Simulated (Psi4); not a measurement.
# BSiH3 (SMILES B[SiH]): UMP3/aug-cc-pVDZ (density fitting for correlation)

What is the energy change on altering one bond length of BSiH3 at UMP3/aug-cc-pVDZ (density fitting for correlation)? 

The results are computed with Psi4 1.11.

1 further run of the same task is left out (set aside as unsound or not needed).

### Step 1. The structure to begin with

The species is BSiH3 (5 atoms), meant as a triplet with charge 0. As SMILES, `B[SiH]`. Geometry: relaxed at GFN2-xTB.

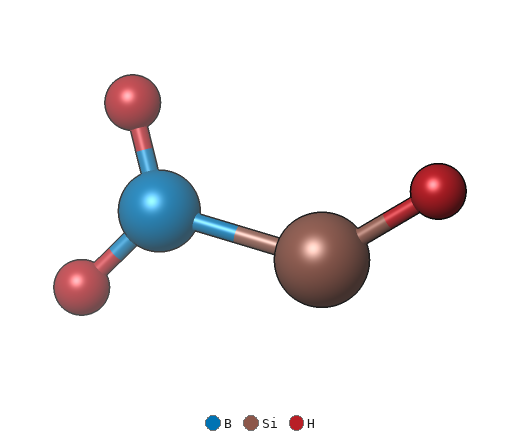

The structure, seen from a chosen angle (boron blue, silicon brown, hydrogen red).

### Step 2. The energy at UMP3/aug-cc-pVDZ (density fitting for correlation)

The input, calc.inp:

```
memory 1600 mb

molecule {
  0 3
  B
  Si 1 1.878293
  H 1 1.178883 2 120.64458
  H 1 1.176037 3 118.37657 2 -179.89555
  H 2 1.475626 1 134.89801 4 179.93563
  symmetry c1
  no_reorient
  no_com
}

set reference uhf
set scf_type direct
set freeze_core true
set mp_type df

e_tot, wfn = energy('mp3/aug-cc-pVDZ', return_wfn=True)
```

Command:

```console
$ psi4 calc.inp calc.out -n 1
```

calc.out:

```text
[...]
  Running in c1 symmetry.
[...]
  Nuclear repulsion =   36.160538689784410
[...]
  Multiplicity = 3
[...]
  Nalpha       = 12
  Nbeta        = 10
[...]
    Number of basis functions: 77
[...]
   @DF-UHF iter   1:  -315.19548079447208   -7.71505e-01   3.04616e-03 ADIIS/DIIS
[...]
   @UHF iter  20:  -315.26692710707727   -2.19984e-11   5.60396e-09 DIIS
[...]
   @S^2 Observed:                2.010000412E+00
[...]
    Orbital Energies [Eh]
    ---------------------
    Alpha Occupied:
       1A    -68.790428     2A     -7.612574     3A     -6.144121
       4A     -4.253435     5A     -4.253248     6A     -4.243752
       7A     -0.774462     8A     -0.645058     9A     -0.513296
      10A     -0.471830    11A     -0.340951    12A     -0.322471
    Alpha Virtual:
      13A      0.042432    14A      0.044693    15A      0.046328
      16A      0.053052    17A      0.070168    18A      0.073848
      19A      0.082836    20A      0.106040    21A      0.113069
      22A      0.113223    23A      0.140599    24A      0.157596
      25A      0.182339    26A      0.186998    27A      0.201407
[...]
  @UHF Final Energy:  -315.26692710707727
   => Energetics <=
    Nuclear Repulsion Energy =             36.1605386897844099
    One-Electron Energy =                -507.0157285489411834
    Two-Electron Energy =                 155.5882627520795154
    Total Energy =                       -315.2669271070772652
  UHF NO Occupations:
  HONO-2 :   10  A 1.9957770
  HONO-1 :   11  A 1.0000000
[...]
 Multipole Moments:
 ------------------------------------------------------------------------------------
     Multipole            Electronic (a.u.)      Nuclear  (a.u.)        Total (a.u.)
 ------------------------------------------------------------------------------------
 L = 1.  Multiply by 2.5417464519 to convert [e a0] to [Debye]
 Dipole X            :         -0.0013937            0.0009862           -0.0004076
 Dipole Y            :         -0.8311243            0.9380826            0.1069583
 Dipole Z            :          0.9721627           -0.7822144            0.1899483
 Magnitude           :                                                    0.2179922
[...]
	DF-SCS-MP2 Total Energy (a.u.)     :  -315.42969735759215
	DF-SOS-MP2 Total Energy (a.u.)     :  -315.43254058248698
	DF-SCS(N)-MP2 Total Energy (a.u.)  :  -315.31917942964532
[...]
	DF-MP2 Total Energy (a.u.)         :  -315.42401090780260
[...]
	DF-MP3 Total Energy (a.u.)         :  -315.45412682574909
[...]
```

Wall time 7.2 s (1 thread of Intel Xeon 6975P-C (Granite Rapids), shared host); peak memory 0.26 GiB.

### Step 3. The distorted shape

The input, bh3si.inp:

```
memory 1600 mb

molecule molecule1 {
  0 3
  B      0.890261    -0.795592    -0.296192
  Si     1.857771     0.742028    -0.773302
  H     -1.303690    -0.620750     0.549520
  H      1.360581    -1.867162    -0.412812
  H      1.583031     2.191778    -0.758662
  symmetry c1
  no_reorient
  no_com
}

set globals {
  reference   uhf
  scf_type    direct
  freeze_core true
  mp_type     df
}

e_tot, wfn = energy('mp3/aug-cc-pVDZ', return_wfn=True)
```

Command:

```console
$ psi4 -n 1 bh3si.inp bh3si.out
```

bh3si.out:

```text
[...]
  Running in c1 symmetry.
[...]
  Nuclear repulsion =   34.165251366803439
[...]
  Multiplicity = 3
[...]
  Nalpha       = 12
  Nbeta        = 10
[...]
    Number of basis functions: 77
[...]
   @DF-UHF iter   1:  -315.06079437246046   -8.54977e-01   2.52615e-03 ADIIS/DIIS
[...]
   @UHF iter  26:  -315.15646705364037   -3.01270e-12   3.67246e-09 DIIS
[...]
   @S^2 Observed:                2.579923330E+00
[...]
    Orbital Energies [Eh]
    ---------------------
    Alpha Occupied:
       1A    -68.798822     2A     -7.649736     3A     -6.151491
       4A     -4.261102     5A     -4.259870     6A     -4.250867
       7A     -0.758249     8A     -0.621674     9A     -0.482747
      10A     -0.467013    11A     -0.361720    12A     -0.326245
    Alpha Virtual:
      13A      0.040286    14A      0.046667    15A      0.053223
      16A      0.064669    17A      0.069315    18A      0.070859
      19A      0.077759    20A      0.086207    21A      0.107587
      22A      0.113555    23A      0.130197    24A      0.137592
      25A      0.161079    26A      0.186099    27A      0.187250
[...]
  @UHF Final Energy:  -315.15646705364037
   => Energetics <=
    Nuclear Repulsion Energy =             34.1652513668034388
    One-Electron Energy =                -502.7958085286977052
    Two-Electron Energy =                 153.4740901082539040
    Total Energy =                       -315.1564670536403696
  UHF NO Occupations:
  HONO-2 :   10  A 1.6592042
  HONO-1 :   11  A 1.0000000
[...]
 Multipole Moments:
 ------------------------------------------------------------------------------------
     Multipole            Electronic (a.u.)      Nuclear  (a.u.)        Total (a.u.)
 ------------------------------------------------------------------------------------
 L = 1.  Multiply by 2.5417464519 to convert [e a0] to [Debye]
 Dipole X            :        -60.3081588           60.6602483            0.3520895
 Dipole Y            :        -11.3347204           11.5543487            0.2196283
 Dipole Z            :         24.2808941          -24.4325374           -0.1516433
 Magnitude           :                                                    0.4418136
[...]
	DF-SCS-MP2 Total Energy (a.u.)     :  -315.30176892127298
	DF-SOS-MP2 Total Energy (a.u.)     :  -315.30382700862606
	DF-SCS(N)-MP2 Total Energy (a.u.)  :  -315.20545116490268
[...]
	DF-MP2 Total Energy (a.u.)         :  -315.29765274656688
[...]
	DF-MP3 Total Energy (a.u.)         :  -315.32656736669412
[...]
```

Run time: 8.7 s. Hardware: 1 thread of Intel Xeon 6975P-C (Granite Rapids), shared host; peak memory 0.27 GiB.

### Step 4. Summary of results

At UMP3/aug-cc-pVDZ (density fitting for correlation), 6 core orbitals frozen:

| quantity | value |
| --- | --- |
| first shape: total energy | -315.45413 Eh |
| first shape: HOMO energy (Hartree–Fock orbitals) (highest over α and β) | -8.77 eV |
| first shape: LUMO energy (Hartree–Fock orbitals) (lowest over α and β) | 0.17 eV |
| first shape: correlation energy (6 core orbitals frozen) | -187.2 mEh |
| first shape: ⟨S²⟩ of the reference determinant | 2.010 |
| distorted shape: total energy | -315.32657 Eh |
| distorted shape: HOMO energy (Hartree–Fock orbitals) (highest over α and β) | -8.88 eV |
| distorted shape: LUMO energy (Hartree–Fock orbitals) (lowest over α and β) | -0.04 eV |
| distorted shape: correlation energy (6 core orbitals frozen) | -170.1 mEh |
| distorted shape: ⟨S²⟩ of the reference determinant | 2.580 |
| energy change with the B1–H3 bond stretched from 1.179 to 2.358 Å | 3.471 eV |

**Reading.** With the B1–H3 bond stretched from 1.179 to 2.358 Å the energy rises by 3.47 eV (80 kcal/mol). The first shape isn't relaxed at this level, so the change isn't measured from a minimum. ⟨S²⟩ (distorted shape) is 2.58 where a pure triplet has 2.00: the reference is spin-contaminated.
